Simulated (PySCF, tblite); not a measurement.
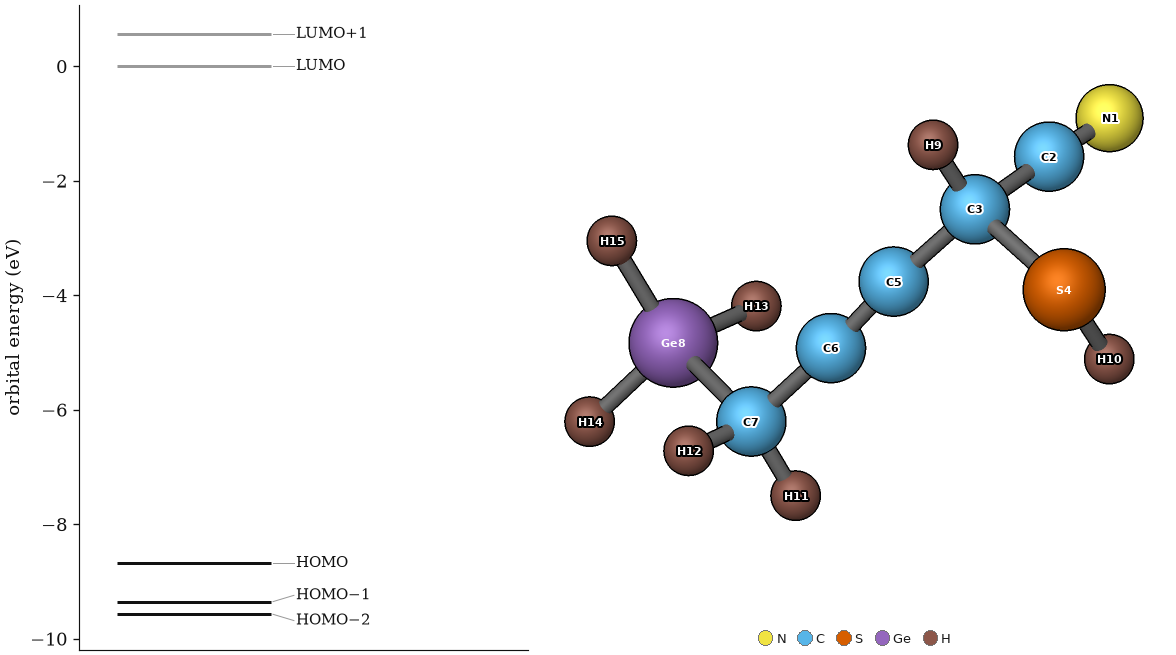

C₅H₇GeNS, SMILES N#C[C@H](S)C#C[CH2][GeH3], singlet. Kohn-Sham orbital energies near the frontier, CAM-B3LYP/def2-SVPD, PySCF, at a GFN2-xTB geometry (a minimum by its frequencies), isolated molecule; empty levels in grey, levels within 0.03 eV side by side.

> Where do the frontier orbitals lie?

HOMO at −8.68 eV, LUMO at 0.00 eV, 8.68 eV apart.

> How far below the HOMO does the next level lie?

0.67 eV.

> List the levels with the atoms that carry most of them (a dash for levels above zero or within 0.03 eV of another, where shares mean little).

| orbital | energy (eV) | Löwdin shares |
| --- | --- | --- |
| LUMO+1 | 0.56 | – |
| LUMO | 0.00 | – |
| HOMO | −8.68 | S4 43 %, C5 19 %, C6 16 % |
| HOMO−1 | −9.35 | S4 42 %, C5 14 %, C6 12 % |
| HOMO−2 | −9.58 | C5 38 %, C6 36 %, C7 8 % |

Note: the tight-binding geometry is rougher than a DFT one and adds to the error; empty levels above zero depend strongly on the basis.
